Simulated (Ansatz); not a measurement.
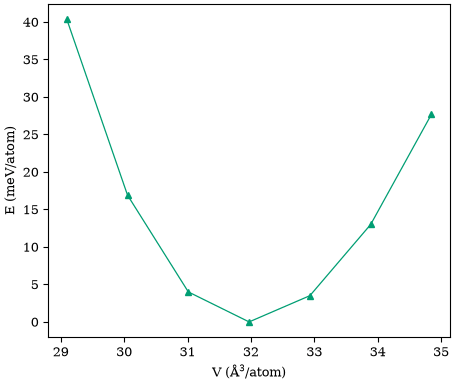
Figure: AgI (wurtzite, P6_3mc) under volume change, DFT-LDA in the program Ansatz with PAW potentials, shape and atoms relaxed at each volume.

Q: What does a third-order Birch–Murnaghan fit give for V₀, B₀ and B′?

A: V₀ = 31.98 Å³/atom, B₀ = 41.0 GPa, B′ = 5.2.

The LDA relaxation kept the symmetry of its start. No spin polarisation was allowed. Scalar-relativistic: spin–orbit coupling is off unless named, which matters more the heavier the elements.

Potentials: the earlier of the program's two PAW sets. The files were generated under PBE; for other functionals the program regenerates the frozen cores, and for LDA and PBEsol the local potential too.
